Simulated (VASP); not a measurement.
Band structure of LiCl (rock salt). These are r2SCAN+rVV10, VASP's PBE PAW potentials (set 64) (plane waves; VASP) values and carry that method's errors.

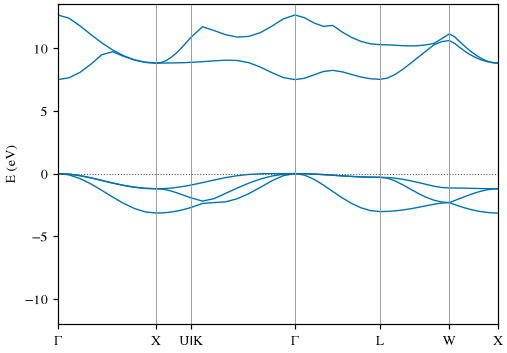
Figure: Bands along high-symmetry lines, zero at the valence-band maximum or, without a gap, the Fermi level

Q: Read the plot: is there a gap, and where are the band edges?

A: The gap is direct, 7.50 eV, from the valence maximum at Γ to the conduction minimum at Γ.

Measured: gap 9.40 eV (computed value off by -1.90 eV), as given by Wei Chen et al., Physical Review Materials (2018), doi:10.1103/physrevmaterials.2.073803.

The compound is LiCl in the rock salt structure. It was relaxed first.
